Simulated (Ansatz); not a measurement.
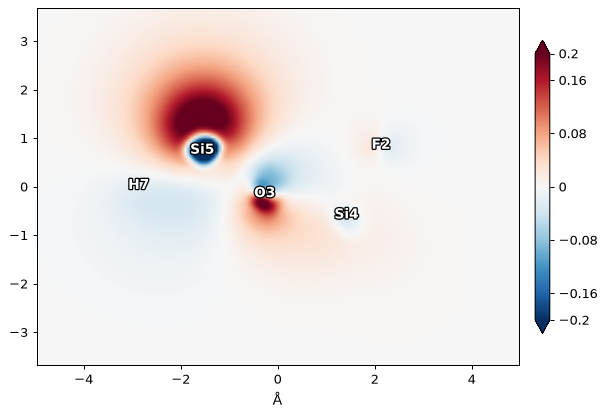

ClFH2OSi2 (charge +1, doublet). The LUMO (α) on the plane of atoms F2, Si4 and O3 (values in Å⁻³ᐟ²; the overall sign is arbitrary).

Geometry: B3LYP-D3(BJ)/def2-SVP.

Theory: Ansatz, isolated molecule in a Gaussian basis; Kohn-Sham density functional theory, functional PBE0.

```xyz
7

Cl   -0.7173   -1.3836    3.2481
F    -1.6836   -1.3744    0.4008
O     0.4204    0.0686    0.8940
Si   -0.3453   -1.4506    1.2727
Si    0.5564    1.5632    0.3924
H     0.5789   -2.4853    0.8119
H     1.9429    2.1569    0.5915
```

Question: Describe this orbital and give its energy.

Answer: It lies mainly on Si5 (about 85 %) and O3 (about 10 %). Its energy is −8.87 eV.
